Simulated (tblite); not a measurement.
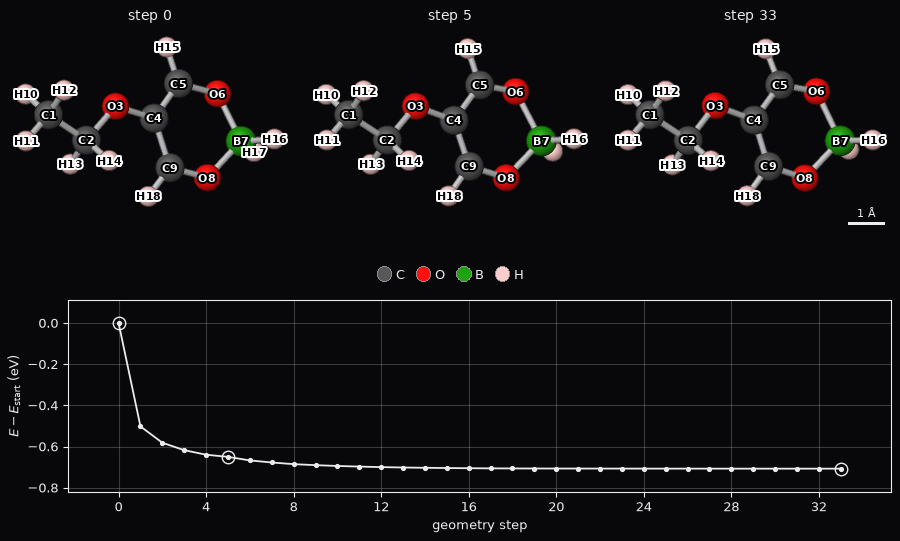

Frames of a relaxation of C5H9BO3, marked on the history of the run. The picture is a ball-and-stick view, seen at a tilt.

Method: tblite 0.8.0, GFN2-xTB geometry optimisation, gas phase. 

> What happens along the run?

The largest move after the best rigid fit is that of H17, 0.16 Å. By element the largest moves are H 0.16 Å, O 0.13 Å, C 0.09 Å, B 0.05 Å. Among the contacts that change: C5–O6 1.395 → 1.259 Å, C4–C9 1.488 → 1.391 Å, C4–C5 1.338 → 1.400 Å, O6–B7 1.503 → 1.549 Å. Among the angles between lasting bonds that change: H16–B7–H17 109.4° → 116.2°, C2–O3–C4 124.2° → 118.1°, C4–C5–O6 120.5° → 125.2°. After 33 geometry steps the energy has fallen by 0.707 eV. From step 0 to 5: O6 moves most (0.09 Å), energy −0.650 eV. From step 5 to 33: H17 moves most (0.12 Å), energy −0.057 eV.

```
step  E − E(0), eV
   0        0.0000
   1       -0.5022
   2       -0.5815
   3       -0.6176
   4       -0.6397
   5       -0.6501
   6       -0.6674
   7       -0.6774
   8       -0.6855
   9       -0.6904
  10       -0.6943
  11       -0.6974
  12       -0.6999
  14       -0.7032
  15       -0.7044
  16       -0.7053
  17       -0.7060
  18       -0.7064
  20       -0.7068
  21       -0.7069
  22       -0.7070
  23       -0.7071
  25       -0.7073
  26       -0.7073
  27       -0.7074
  28       -0.7074
  29       -0.7074
  31       -0.7074
  32       -0.7074
  33       -0.7075
```
